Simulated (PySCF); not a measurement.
# Al2Cl4O: magnetic properties

Aim: compute the magnetic properties of Al2Cl4O.

Programs: PySCF 2.14.0, with routines of our own; each step states its level. All values are computed. Atoms count from 0.

### 1 The starting structure

7 atoms, charge 0, multiplicity 1; geometry from: GFN2-xTB.

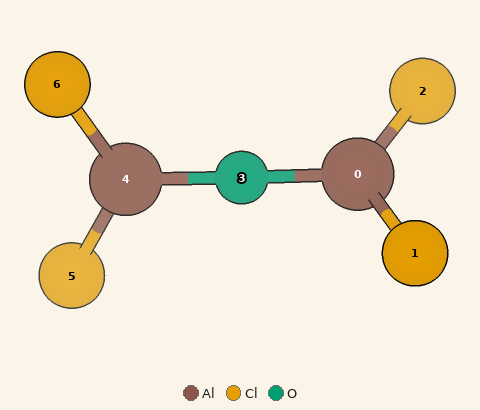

The starting geometry (aluminium brown, chlorine amber, oxygen teal); sticks join atoms by distance alone.

### 2 Magnetic properties: GIAO PBE/def2-SVP

The job: settings as JSON, then the geometry in Å.

```
{"job": {"kind": "mag", "xc": "PBE", "basis": "def2-SVP"}, "charge": 0, "multiplicity": 1}
Al    -1.400290    -0.859370     0.382080
Cl    -3.072750    -0.366420    -0.639400
Cl    -1.199050    -2.256140     1.828640
O     -0.008220     0.005870    -0.016910
Al     1.398340     0.859490    -0.389410
Cl     2.554820     0.077470    -1.850520
Cl     1.727150     2.539100     0.685520
```

Method: GIAO PBE/def2-SVP magnetisability, rotational g tensor and spin-rotation constants, non-relativistic, gas phase.

The run is started by

```bash
$ OMP_NUM_THREADS=1 python excited_run.py task.json out
```

One launch serves the whole session: the jobs run in the order shown.

Log:

```text
coarse grid: 10832 points
cycle   1  E = -2398.7984912376  dE =  7.892e-01  |g| = 1.047e+00  |ddm| = 3.244e+00
cycle   2  E = -2397.0661056203  dE =  1.732e+00  |g| = 2.808e+00  |ddm| = 2.983e+00
cycle   3  E = -2398.9725121028  dE = -1.906e+00  |g| = 4.523e-01  |ddm| = 2.440e+00
cycle   4  E = -2399.0224425329  dE = -4.993e-02  |g| = 1.796e-01  |ddm| = 7.651e-01
cycle   5  E = -2399.0315153621  dE = -9.073e-03  |g| = 3.991e-02  |ddm| = 2.541e-01
cycle   6  E = -2399.0319488028  dE = -4.334e-04  |g| = 7.532e-03  |ddm| = 4.661e-02
cycle   7  E = -2399.0319660026  dE = -1.720e-05  |g| = 8.294e-04  |ddm| = 1.022e-02
cycle   8  E = -2399.0319661580  dE = -1.555e-07  |g| = 1.600e-04  |ddm| = 9.670e-04
final grid: 81976 points
cycle   9  E = -2399.3805562489  dE =  5.454e-06  |g| = 1.225e-02  |ddm| = 1.631e-02
cycle  10  E = -2399.3803951193  dE =  1.611e-04  |g| = 3.080e-02  |ddm| = 3.045e-02
cycle  11  E = -2399.3805854316  dE = -1.903e-04  |g| = 9.251e-04  |ddm| = 2.243e-02
cycle  12  E = -2399.3805856338  dE = -2.021e-07  |g| = 1.528e-04  |ddm| = 1.004e-03
cycle  13  E = -2399.3805856392  dE = -5.397e-09  |g| = 6.611e-05  |ddm| = 2.597e-04
cycle  14  E = -2399.3805856405  dE = -1.377e-09  |g| = 5.159e-06  |ddm| = 8.656e-05
cycle  15  E = -2399.3805856405  dE = -8.185e-12  |g| = 1.718e-06  |ddm| = 6.567e-06
converged SCF energy = -2399.3805856405

Magnetisability tensor (1e-30 J/T^2)
    -1982.20      -18.22        8.09
      -18.22    -1963.71        4.97
        8.09        4.97    -1954.74
isotropic -1966.88   principal values   -1995.59  -1952.54  -1952.52
isotropic susceptibility -118.448 1e-6 cm^3/mol

Inertial axes            a          b          c
rot. const./GHz      1.0970     0.3855     0.3849
chi total          -120.177   -117.584   -117.584
chi diamagnetic   -1088.025  -2844.983  -2844.983
chi paramagnetic    967.848   2727.398   2727.398
quadrupole/D A       -4.546      2.273      2.273
g nuclear            0.4897     0.4895     0.4888
g electronic        -0.4988    -0.4940    -0.4932
g total             -0.0091    -0.0044    -0.0044

Spin-rotation constants (kHz, H = +C I.J)
atom  isotope        aa         bb         cc
  0   27Al        0.593      0.197      0.196
  1   35Cl        0.149      0.035      0.035
  2   35Cl        0.151      0.035      0.035
  4   27Al        0.593      0.197      0.196
  5   35Cl        0.149      0.035      0.035
  6   35Cl        0.150      0.035      0.035
  3    17O*      -0.105     -0.064     -0.064
* in the singly substituted isotopologue
```

Run time: 26 s. Hardware: 1 thread of AMD EPYC 7R43, shared host; peak memory 0.48 GiB.

Key values:

| quantity | value |
| --- | --- |
| magnetisability | -1967·10⁻³⁰ J/T² |
| molar susceptibility | -118.4·10⁻⁶ cm³/mol |
| rotational g (a, b, c) | -0.0091, -0.0044, -0.0044 |

Orbitals, density, ELF and potential are computed afterwards from the orbital file.

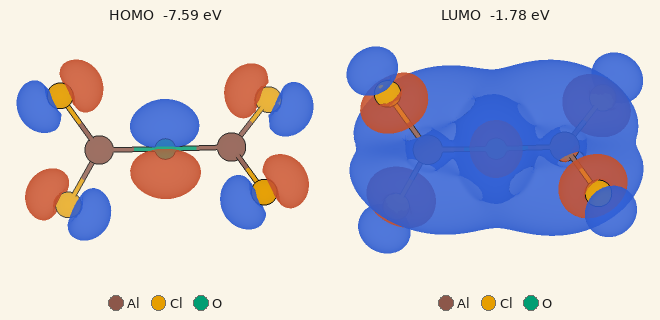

Frontier orbitals at PBE/def2-SVP; each surface holds 70 % of the orbital's density, blue and red mark the sign.

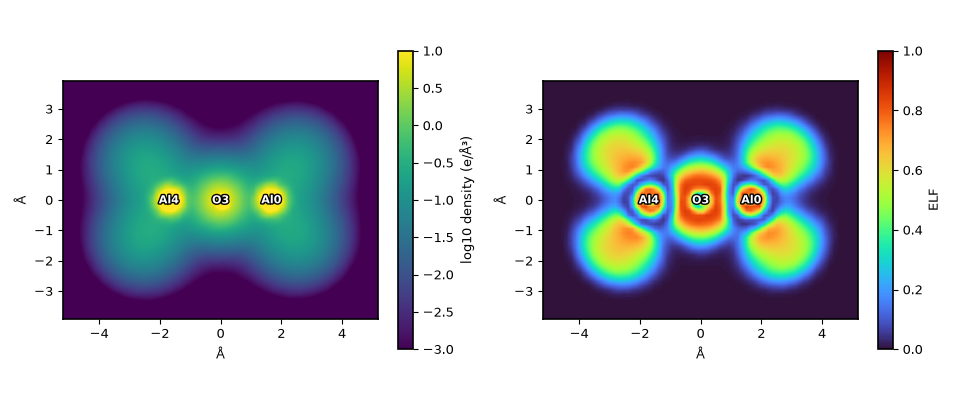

Density (left) and ELF (right) in a plane through or near 3 of the atoms.

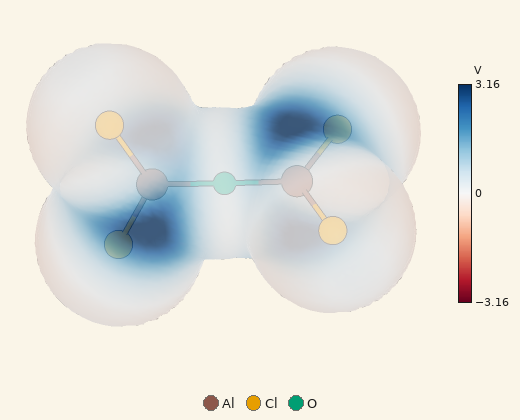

The potential that a unit positive charge feels on the 0.002 e/bohr³ surface, from the 1st to the 99th percentile, from -0.27 V near Cl1 to 3.16 V near Al0.

### 3 Magnetic properties: GIAO KT2/def2-SVP

The job, as its differences from that of step 2:

```diff
@@ -1,2 +1,2 @@
-{"job": {"kind": "mag", "xc": "PBE", "basis": "def2-SVP"}, "charge": 0, "multiplicity": 1}
+{"job": {"kind": "mag", "xc": "KT2", "basis": "def2-SVP"}, "charge": 0, "multiplicity": 1}
 Al    -1.400290    -0.859370     0.382080
```

Method: GIAO KT2/def2-SVP magnetisability, rotational g tensor and spin-rotation constants, non-relativistic, gas phase.

Log:

```text
coarse grid: 10832 points
cycle   1  E = -2418.9782810075  dE =  8.289e-01  |g| = 1.069e+00  |ddm| = 3.200e+00
cycle   2  E = -2417.2629858494  dE =  1.715e+00  |g| = 2.755e+00  |ddm| = 3.059e+00
cycle   3  E = -2419.1666911761  dE = -1.904e+00  |g| = 4.594e-01  |ddm| = 2.478e+00
cycle   4  E = -2419.2193289989  dE = -5.264e-02  |g| = 1.864e-01  |ddm| = 7.937e-01
cycle   5  E = -2419.2290513020  dE = -9.722e-03  |g| = 4.177e-02  |ddm| = 2.656e-01
cycle   6  E = -2419.2295350404  dE = -4.837e-04  |g| = 8.155e-03  |ddm| = 5.120e-02
cycle   7  E = -2419.2295547259  dE = -1.969e-05  |g| = 8.255e-04  |ddm| = 1.042e-02
cycle   8  E = -2419.2295548910  dE = -1.652e-07  |g| = 1.309e-04  |ddm| = 9.501e-04
final grid: 81976 points
cycle   9  E = -2419.6733843188  dE = -1.509e-05  |g| = 2.372e-02  |ddm| = 4.423e-02
cycle  10  E = -2419.6728879935  dE =  4.963e-04  |g| = 5.291e-02  |ddm| = 6.528e-02
cycle  11  E = -2419.6734978698  dE = -6.099e-04  |g| = 6.186e-03  |ddm| = 4.543e-02
cycle  12  E = -2419.6735056506  dE = -7.781e-06  |g| = 1.115e-03  |ddm| = 6.561e-03
cycle  13  E = -2419.6735060707  dE = -4.201e-07  |g| = 2.041e-04  |ddm| = 1.711e-03
cycle  14  E = -2419.6735060818  dE = -1.112e-08  |g| = 1.302e-05  |ddm| = 2.036e-04
cycle  15  E = -2419.6735060818  dE = -5.366e-11  |g| = 2.655e-06  |ddm| = 2.029e-05
converged SCF energy = -2419.6735060818

Magnetisability tensor (1e-30 J/T^2)
    -1974.46      -16.08        7.13
      -16.08    -1958.15        4.39
        7.13        4.39    -1950.23
isotropic -1960.94   principal values   -1986.28  -1948.29  -1948.27
isotropic susceptibility -118.091 1e-6 cm^3/mol

Inertial axes            a          b          c
rot. const./GHz      1.0970     0.3855     0.3849
chi total          -119.617   -117.328   -117.328
chi diamagnetic   -1087.023  -2843.781  -2843.781
chi paramagnetic    967.406   2726.453   2726.453
quadrupole/D A       -4.321      2.160      2.160
g nuclear            0.4897     0.4895     0.4888
g electronic        -0.4986    -0.4938    -0.4930
g total             -0.0089    -0.0042    -0.0042

Spin-rotation constants (kHz, H = +C I.J)
atom  isotope        aa         bb         cc
  0   27Al        0.579      0.195      0.195
  1   35Cl        0.148      0.034      0.034
  2   35Cl        0.150      0.034      0.034
  4   27Al        0.579      0.195      0.195
  5   35Cl        0.148      0.034      0.034
  6   35Cl        0.149      0.034      0.034
  3    17O*      -0.107     -0.065     -0.065
* in the singly substituted isotopologue
```

Run time: 19 s. Hardware: 1 thread of AMD EPYC 7R43, shared host; peak memory 0.49 GiB.

From this job:

| quantity | value |
| --- | --- |
| magnetisability | -1961·10⁻³⁰ J/T² |
| molar susceptibility | -118.1·10⁻⁶ cm³/mol |
| rotational g (a, b, c) | -0.0089, -0.0042, -0.0042 |

### 4 The levels compared

| level | ξ (10⁻³⁰ J/T²) | g(a) | g(b) | gap (eV) | functions | time |
| --- | --- | --- | --- | --- | --- | --- |
| GIAO PBE/def2-SVP | -1967 | -0.0091 | -0.0044 | 5.82 | 122 | 26 s |
| GIAO KT2/def2-SVP | -1961 | -0.0089 | -0.0042 | 5.72 | 122 | 19 s |

### 5 Summary of results

| quantity | value |
| --- | --- |
| magnetisability (step 2, GIAO PBE/def2-SVP) | -1967·10⁻³⁰ J/T² |
| molar susceptibility (step 2, GIAO PBE/def2-SVP) | -118.4·10⁻⁶ cm³/mol |
| rotational g (a, b, c) (step 2, GIAO PBE/def2-SVP) | -0.0091, -0.0044, -0.0044 |
| surface potential, 1st and 99th percentile | -0.27 V and 3.16 V |
| magnetisability over the levels | -1967 to -1961·10⁻³⁰ J/T² |

**Reading.** The geometry comes from tight binding, which is rough for metal atoms, and these values hang on it. The magnetisability spreads by 0.3 % over 2 levels, from GIAO PBE/def2-SVP (26 s) to GIAO KT2/def2-SVP (19 s); the runs took 19 s to 26 s. Two levels can agree by chance, so this spread shows no convergence. Vibrational averaging and real surroundings are missing from these values.
